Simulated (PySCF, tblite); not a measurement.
# C₄H₅F₂O₂S radical: geometry, infrared bands and EPR parameters

Aim: predict the infrared bands and EPR parameters of C₄H₅F₂O₂S radical (`[CH2][S@](=O)C(=C)OC(F)F`).

Programs: tblite 0.8.0 and PySCF 2.14.0, with density-fitted response routines of our own. Each step states its level of theory. These are calculated values for one molecule in the gas phase, unless marked as measured. Atoms are numbered from 0 throughout.

## 1. Starting geometry

14 atoms, charge 0, multiplicity 2; geometry from: force field or distance geometry start.

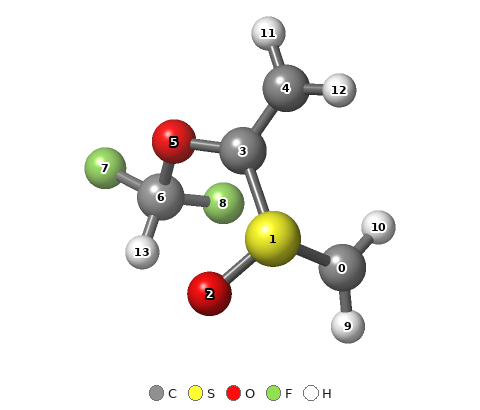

As it starts; carbon grey, sulfur yellow, oxygen red, fluorine green, hydrogen white, atoms numbered.

## 2. Geometry optimisation with GFN2-xTB

Job settings and geometry (Å):

```
{"job": {"kind": "relax", "xc": "GFN2-xTB", "basis": "xTB"}, "charge": 0, "multiplicity": 2}
C      1.819300     0.977400    -0.467500
S      1.389600    -0.746100    -0.426600
O      0.910200    -1.065300    -1.793700
C     -0.046100    -0.683700     0.648100
C      0.169800    -0.642600     1.984700
O     -1.346500    -0.824500     0.194500
C     -1.668800     0.046200    -0.883100
F     -3.021300     0.091500    -0.941900
F     -1.264600     1.303600    -0.580800
H      2.165300     1.435700    -1.377600
H      1.688800     1.632400     0.387800
H     -0.671200    -0.658300     2.668800
H      1.159700    -0.588500     2.418400
H     -1.284900    -0.278300    -1.853300
```

On the command line:

```console
> OMP_NUM_THREADS=1 python probes_run.py task.json out
```

This one command runs all jobs of the session in turn.

What it wrote:

```text
step      E/eV     max force
  0    -865.55926    2.815
  1    -865.70481    1.666
  2    -865.74908    0.508
  3    -865.76793    0.389
  4    -865.78830    0.391
  5    -865.80681    0.485
  6    -865.82194    0.362
  7    -865.82902    0.189
  8    -865.83363    0.163
  9    -865.83823    0.214
 10    -865.84257    0.242
 11    -865.84648    0.165
 12    -865.84948    0.128
 13    -865.85189    0.121
 14    -865.85413    0.150
 15    -865.85619    0.139
 16    -865.85801    0.107
 17    -865.85987    0.115
 18    -865.86220    0.133
 19    -865.86546    0.187
 20    -865.86955    0.211
 21    -865.87344    0.161
 22    -865.87614    0.122
 23    -865.87832    0.154
 24    -865.88043    0.190
 25    -865.88367    0.159
 26    -865.88734    0.210
 27    -865.88925    0.175
 28    -865.89075    0.119
 29    -865.89236    0.092
 30    -865.89302    0.097
 31    -865.89334    0.065
 32    -865.89361    0.034
 33    -865.89380    0.034
 34    -865.89396    0.042
 35    -865.89411    0.040
 36    -865.89428    0.030
 37    -865.89443    0.029
 38    -865.89453    0.031
 39    -865.89460    0.031
 40    -865.89469    0.025
 41    -865.89480    0.026
 42    -865.89491    0.026
 43    -865.89500    0.025
 44    -865.89509    0.024
 45    -865.89518    0.023
 46    -865.89527    0.021
 47    -865.89536    0.024
 48    -865.89545    0.027
 49    -865.89556    0.032
 50    -865.89572    0.040
 51    -865.89593    0.041
 52    -865.89623    0.043
 53    -865.89664    0.052
 54    -865.89711    0.057
 55    -865.89755    0.059
 56    -865.89792    0.048
 57    -865.89826    0.044
 58    -865.89859    0.051
 59    -865.89896    0.062
 60    -865.89937    0.068
 61    -865.89978    0.061
 62    -865.90018    0.063
 63    -865.90058    0.070
 64    -865.90092    0.054
 65    -865.90116    0.043
 66    -865.90137    0.036
 67    -865.90158    0.035
 68    -865.90187    0.042
 69    -865.90207    0.045
 70    -865.90225    0.028
 71    -865.90232    0.016
 72    -865.90235    0.015
 73    -865.90237    0.013
 74    -865.90241    0.013
 75    -865.90245    0.016
 76    -865.90248    0.016
 77    -865.90251    0.013
 78    -865.90255    0.016
 79    -865.90259    0.017
 80    -865.90263    0.014
 81    -865.90267    0.013
 82    -865.90269    0.011
 83    -865.90270    0.009
```

Wall time 0.47 s (1 thread of Arm Neoverse V2, shared host).

Relaxation path: (not every step is listed)

```tsv
step	energy from step 0 (eV)	largest force (eV/Å)
0	0.0000	2.8149
1	-0.1455	1.6658
2	-0.1898	0.5083
3	-0.2087	0.3891
4	-0.2290	0.3907
5	-0.2476	0.4854
6	-0.2627	0.3618
7	-0.2698	0.1891
8	-0.2744	0.1632
15	-0.2969	0.1386
22	-0.3169	0.1224
29	-0.3331	0.0915
36	-0.3350	0.0299
43	-0.3357	0.0249
50	-0.3365	0.0399
57	-0.3390	0.0438
64	-0.3417	0.0536
71	-0.3431	0.0162
78	-0.3433	0.0158
79	-0.3433	0.0173
80	-0.3434	0.0137
81	-0.3434	0.0126
82	-0.3434	0.0107
83	-0.3434	0.0094
```

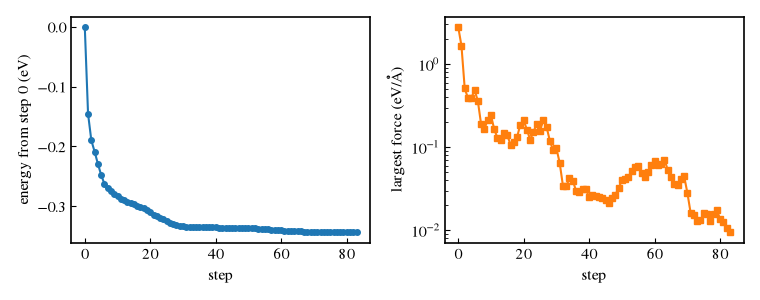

Energy and force, step by step.

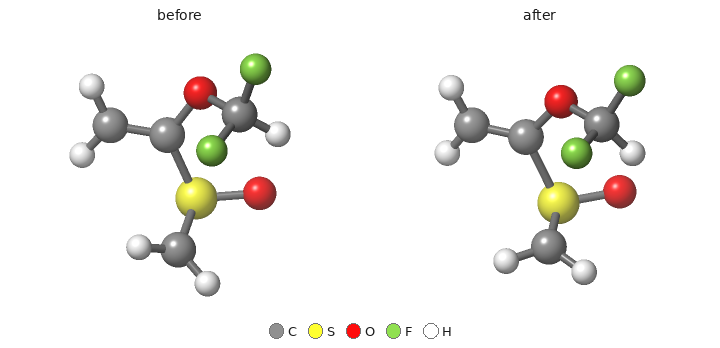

The geometry before (left) and after (right).

Distances of close pairs at the start and the end, largest changes first:

```tsv
bond	before (Å)	after (Å)	change (Å)
S1–C3	1.794	1.882	+0.087
O5–C6	1.422	1.365	-0.057
C0–S1	1.777	1.722	-0.055
C3–C4	1.355	1.318	-0.037
C3–O5	1.384	1.360	-0.025
S1–O2	1.483	1.462	-0.021
C6–F7	1.355	1.336	-0.019
C0–H10	1.085	1.072	-0.013
```

The next job starts from the end point, and lists it.

## 3. Infrared spectrum with GFN2-xTB

Job settings and geometry (Å):

```
{"job": {"kind": "ir", "xc": "GFN2-xTB", "basis": "xTB"}, "charge": 0, "multiplicity": 2}
C      1.557526     1.014724    -0.569724
S      1.395096    -0.690090    -0.388595
O      0.905550    -1.233679    -1.654877
C     -0.078248    -0.638212     0.780567
C      0.140806    -0.730570     2.076806
O     -1.320135    -0.622103     0.227245
C     -1.551880     0.139792    -0.881525
F     -2.835112    -0.033019    -1.208891
F     -1.405415     1.460007    -0.594116
H      1.661281     1.424343    -1.556297
H      1.973238     1.548170     0.262173
H     -0.665566    -0.715542     2.789678
H      1.142729    -0.827676     2.449178
H     -0.920546    -0.096618    -1.753788
```

What it wrote:

```text
mode    cm-1     km/mol
  1      45.6      2.52
  2      55.9      0.25
  3      77.0      5.72
  4     139.9      0.92
  5     156.6      2.65
  6     200.5      2.98
  7     250.0      1.91
  8     281.7      1.97
  9     360.8     11.70
 10     395.8     22.50
 11     431.4      8.95
 12     462.5     11.37
 13     513.9     21.96
 14     535.8      6.50
 15     581.2     51.89
 16     615.5     54.53
 17     707.0     11.67
 18     771.8      3.15
 19     843.3     12.54
 20     871.5     27.37
 21     933.8     10.81
 22     979.3    201.32
 23    1093.6     90.98
 24    1099.3    260.84
 25    1109.1    265.00
 26    1157.5    439.44
 27    1245.2     23.91
 28    1279.3     28.44
 29    1309.7      3.86
 30    1354.4      1.36
 31    1695.5     95.89
 32    2903.1      6.49
 33    3110.6      1.53
 34    3121.3      3.44
 35    3164.7      3.77
 36    3184.4      2.92
```

It took 0.41 s on 1 thread of Arm Neoverse V2, shared host.

The strongest bands and the atoms that carry them (share of the mass-weighted mode):

```tsv
cm⁻¹	km/mol	atoms
581	51.9	H10 18 %, C0 16 %, H9 15 %, F8 11 %
616	54.5	C3 17 %, F7 14 %, F8 13 %, C6 12 %
979	201.3	C6 61 %, F8 32 %
1094	91.0	C6 39 %, F7 20 %, O5 18 %
1099	260.8	C6 53 %, O5 21 %
1109	265.0	O2 30 %, C3 17 %, S1 16 %, C6 12 %
1158	439.4	O2 25 %, C3 23 %, O5 21 %, S1 14 %
1696	95.9	C3 54 %, C4 41 %
```

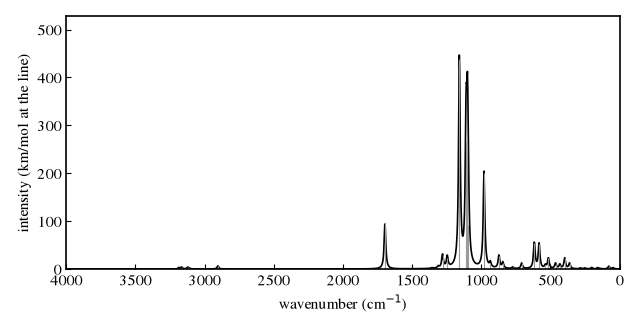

The infrared spectrum from these modes, unscaled. Lines are broadened to a width of 14 cm⁻¹ (Lorentzian).

## 4. EPR parameters: B3LYP/pcH-1

The job, as its differences from that of step 3:

```diff
@@ -1,2 +1,2 @@
-{"job": {"kind": "ir", "xc": "GFN2-xTB", "basis": "xTB"}, "charge": 0, "multiplicity": 2}
+{"job": {"kind": "epr", "basis": "pcH-1"}, "charge": 0, "multiplicity": 2}
 C      1.557526     1.014724    -0.569724
```

Method: UKS B3LYP, pcH-1 on C F H O S, non-relativistic, mean-field spin-orbit, GIAO.

What it wrote:

```text
UKS, coarse grid
  cycle   1  E = -903.32139234  |g| = 9.47e-01
  cycle   2  E = -901.66715793  |g| = 2.18e+00
  cycle   3  E = -903.52560100  |g| = 4.95e-01
  cycle   4  E = -903.62698796  |g| = 9.21e-02
  cycle   5  E = -903.62958365  |g| = 3.26e-02
  cycle   6  E = -903.62997908  |g| = 1.64e-02
  cycle   7  E = -903.63010970  |g| = 6.22e-03
  cycle   8  E = -903.63013305  |g| = 2.84e-03
  cycle   9  E = -903.63013830  |g| = 1.40e-03
  cycle  10  E = -903.63013952  |g| = 5.27e-04
UKS, final grid
  cycle   1  E = -903.63012744  |g| = 8.18e-04
  cycle   2  E = -903.63012675  |g| = 1.60e-03
  cycle   3  E = -903.63012772  |g| = 1.76e-04
  cycle   4  E = -903.63012773  |g| = 4.43e-05
  cycle   5  E = -903.63012773  |g| = 2.98e-05
E = -903.63012773 Eh   <S^2> = 0.7561 (exact 0.7500)
g shifts (ppm)      1          2          3
  rmc          -164       -164       -164
  gc             56         29         50
  oz_so       -1426       -170       2111
  total       -1533       -305       1998
hyperfine (MHz)  atom isotope    a_iso     a_fc   dipolar eigenvalues
    0   13C     115.02     114.97    -74.21    -73.79    148.00
    1   33S      35.49      35.59    -11.77     -4.59     16.36
    2   17O      -0.38      -0.37     -8.68      1.56      7.12
    3   13C     103.61     103.62    -10.77     -6.80     17.57
    4   13C      -1.01      -1.01     -2.91      0.09      2.82
    5   17O      -1.54      -1.55     -7.92      3.69      4.22
    6   13C       0.98       0.97     -1.04      0.45      0.59
    7   19F       2.34       2.34     -2.48     -1.26      3.74
    8   19F      29.80      29.76    -17.62    -16.74     34.36
    9    1H     -56.81     -56.86    -35.06     -1.56     36.62
   10    1H     -50.07     -50.11    -34.50     -2.17     36.67
   11    1H       5.90       5.90     -1.51     -0.75      2.27
   12    1H       1.04       1.04     -1.96     -1.72      3.68
   13    1H       4.30       4.30     -3.05     -1.72      4.77
```

It took 2 min on 1 thread of Arm Neoverse V2, shared host; peak memory 0.97 GiB.

Principal g values 2.00079, 2.00201, 2.00432; g(iso) = 2.00237, against 2.00232 for a free electron.

Hyperfine couplings; where a row names several nuclei, a(iso) is their mean (it holds for fast rotation or exchange) and the dipolar term the largest among them:

```tsv
nuclei	isotope	a(iso) (MHz)	a(iso) (G, at g = 2.0023)	largest dipolar term (MHz)
C0	13C	115.0	41.0	148.0
C3	13C	103.6	37.0	17.6
H9, H10	1H	-53.4	-19.1	36.7
S1	33S	35.5	12.7	16.4
F8	19F	29.8	10.6	34.4
H11	1H	5.9	2.1	2.3
H13	1H	4.3	1.5	4.8
F7	19F	2.3	0.8	3.7
O5	17O	-1.5	-0.6	-7.9
H12	1H	1.0	0.4	3.7
C4	13C	-1.0	-0.4	-2.9
C6	13C	1.0	0.3	-1.0
O2	17O	-0.4	-0.1	-8.7
```

Mulliken spin populations:

C0 0.94; S1 0.03; O2 0.01; C3 0.09; C4 -0.01; O5 0.02; C6 0.00; F7 0.00; F8 0.00; H9 -0.04; H10 -0.03; H11 0.00; H12 0.00; H13 0.00

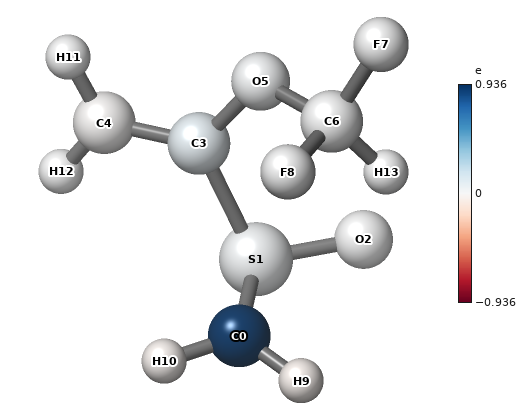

Mulliken spin populations, as colours on the atoms.

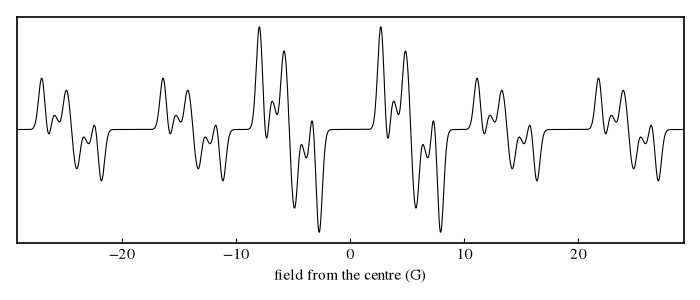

First-order isotropic spectrum (first derivative, main isotopes with spin only, couplings over 0.8 MHz, Gaussian width 0.3 G; couplings of the frozen geometry, rotation of groups not averaged beyond the rows shown).

The fields below are evaluated on a grid from the run's orbitals.

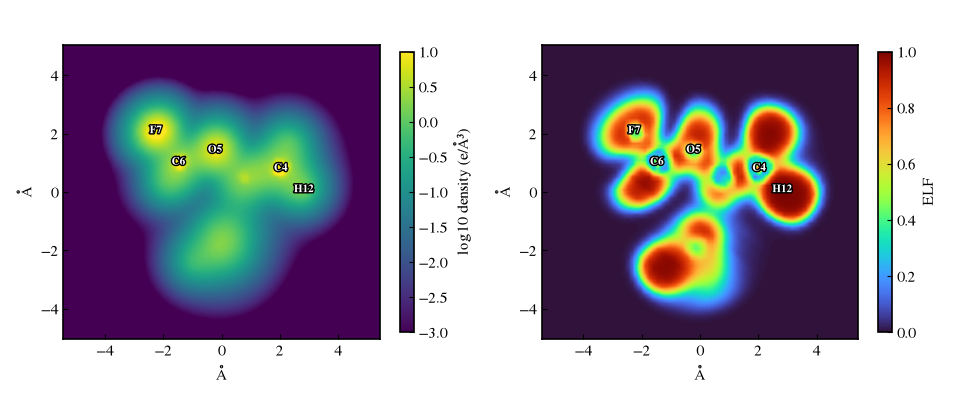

Density (left) and ELF (right) in a plane through or near 5 of the atoms.

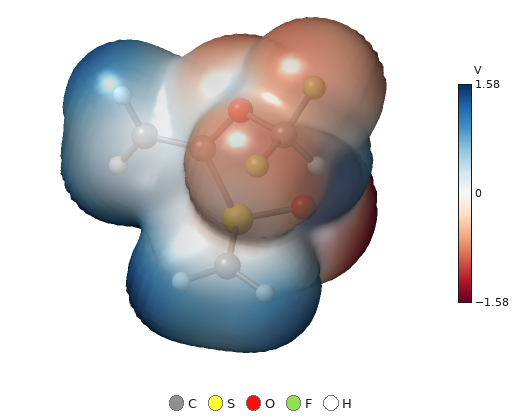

Electrostatic potential on the surface of density 0.002 e/bohr³; red is low, blue high. It runs from -1.58 V near O2 to 1.57 V near H10.

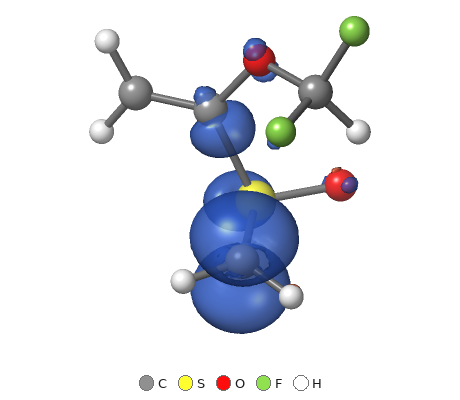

Spin density at ±0.04 e/Å³ (alpha excess blue, beta excess red).

## 5. Outcome

```
                                                                  quantity                  value
                                 strongest single infrared mode (GFN2-xTB)  1158 cm⁻¹, 439 km/mol
                                              zero-point energy (GFN2-xTB)          53.0 kcal/mol
                                                            g(iso) (B3LYP)                2.00237
                                                                      ⟨S²⟩     0.756 (exact 0.75)
                                        largest a(iso) (averaged by class)   13C on C0, 115.0 MHz
potential on the surface of density 0.002 e/bohr³, 1st and 99th percentile     -1.58 V and 1.57 V
```

What this shows: Over 83 steps the energy fell by 0.343 eV; of the close pairs, S1–C3 changed most, 1.794 to 1.882 Å. All 36 modes are real, so the xTB geometry is a minimum. The strongest single mode, at 1158 cm⁻¹, is carried by O2, C3, O5, S1. Unscaled tight-binding wavenumbers are off by several per cent, some by more. Its intensities can rank the bands wrongly. C0 carries the largest spin population, 0.94 e. The isotropic g lies 0.1 ppt above the free-electron value. These values are for one conformer; the search (at its own cheap level) found 2 more, at 0.67, 1.43 kcal/mol, and measured spectra average over such forms.
